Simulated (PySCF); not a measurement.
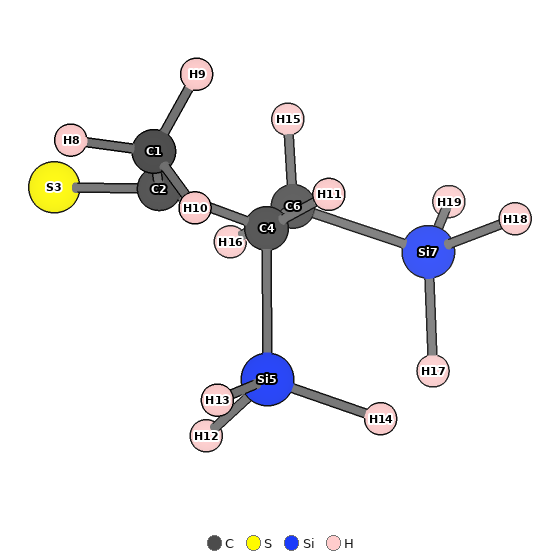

Geometry used (C₄H₁₂SSi₂, SMILES CC(=S)[C@@H]([SiH3])C[SiH3]).

GIAO shifts, KT2/pcSseg-1 with PySCF 2.14.0, at a PBE0-D3(BJ)/def2-SVP geometry (no frequency check), against TMS for ²⁹Si computed at the same level. Gas phase, fully decoupled, line heights follow the number of nuclei, widths are arbitrary (no quadrupolar broadening); values of one conformer, averaged over methyl-type rotors and exact or near symmetry; other conformers aren't averaged in.

> How many ²⁹Si lines appear, and where?

2 signals.


```
δ (ppm)  nuclei  atoms
  −46.9       1    Si5
  −70.4       1    Si7
```

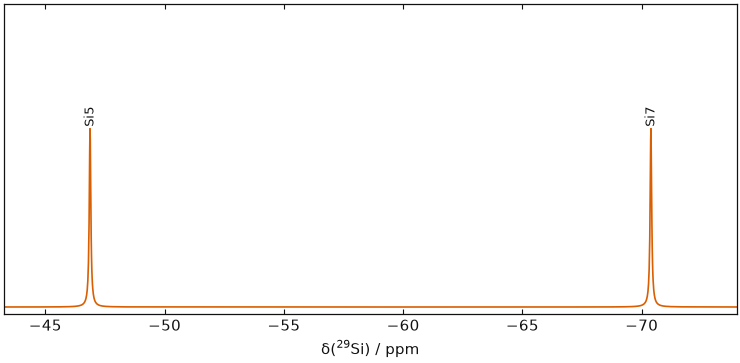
